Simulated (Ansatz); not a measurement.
## Electronic structure of Cl2Zn···CH4 in real space

```csv
atom,x (Å),y (Å),z (Å)
Zn,-1.1102,-0.6285,-1.4356
Cl,-1.0358,-2.6420,-0.8166
Cl,-1.3579,1.2867,-2.2791
H,0.4079,-0.6573,0.7597
C,0.6977,0.3949,0.9023
H,0.3102,0.7423,1.8689
H,1.7933,0.4643,0.8942
H,0.2949,1.0395,0.1062
```

These are results of UKS PBE0/def2-SVP (Ansatz 0.2.0), not measurements.

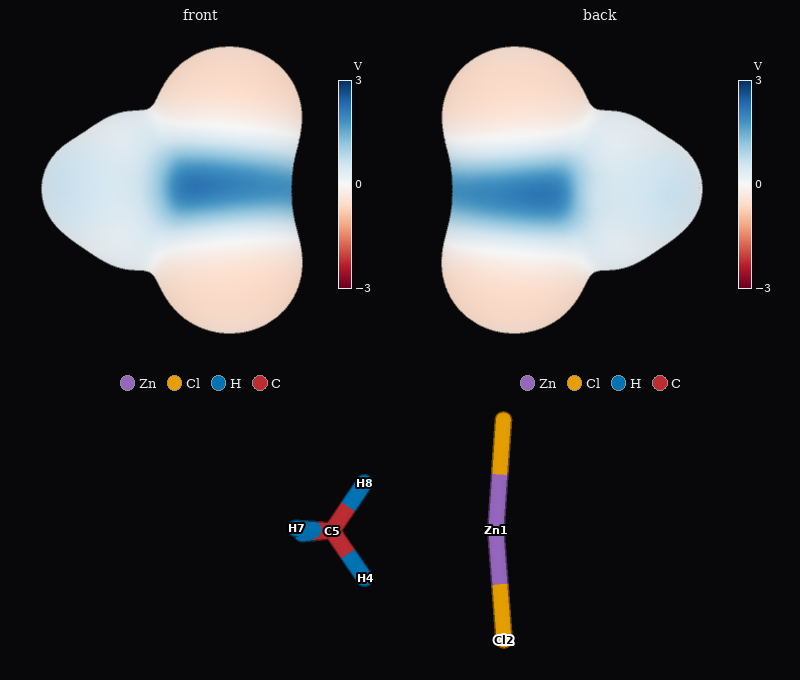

Figure 1. The electrostatic potential painted on the density surface at 0.001 e/bohr³, seen from the front and from behind; the colour scale runs from red (negative) to blue (positive). The bare structure is drawn below in the same view.

### Describe the electrostatic potential map.

The most negative region (about −0.6 V) lies over Cl2 and Cl3, the most positive (about +2.1 V) over Zn1.

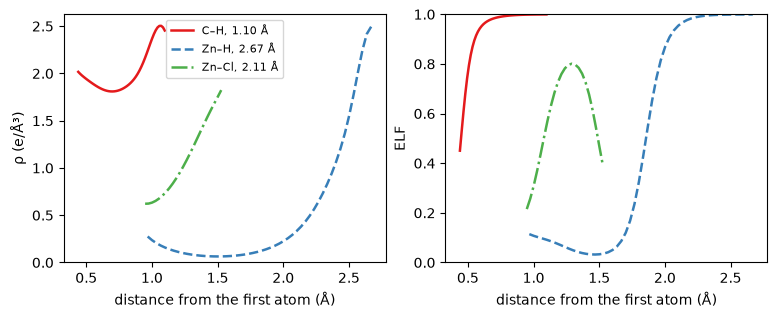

Figure 2. Electron density and electron localisation function along straight lines between neighbouring atoms. The curves leave out the atomic cores.

### Compare the contacts.

C–H (1.10 Å): the density is about 1.9 e/Å³ at the midpoint; the ELF climbs to about 1 towards the hydrogen, as it does in any bond to H: a covalent bond by its length.
Zn1···H4 (2.67 Å): the density falls to about 0.06 e/Å³ on the way; the ELF dips to about 0.05 between them.
Zn–Cl (2.11 Å): the density is about 0.68 e/Å³ at the midpoint; the ELF peaks at about 0.80 in the valence shell of Cl, 0.8 Å from its nucleus, and is about 0.45 at the midpoint.
